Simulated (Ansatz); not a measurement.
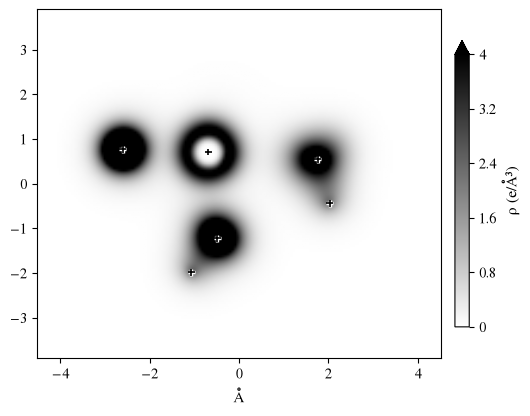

The electron density on a plane through atoms (crosses mark nuclei in the plane).

Theory: RKS B3LYP-D4/def2-SVP in Ansatz 0.2.0.

Candidates:
A. F$_{4}$H$_{2}$OW···HF
B. Cl$_{2}$FH$_{4}$NOZr

Which candidate gave the map?

Candidate B: Cl$_{2}$FH$_{4}$NOZr on the plane of atoms F5, Zr1 and O8, which holds Zr, N, F, O and H. Zr–F (1.91 Å): ρ is about 0.91 e/Å³ halfway. Zr–O (1.94 Å): ρ at the midpoint is about 0.91 e/Å³.
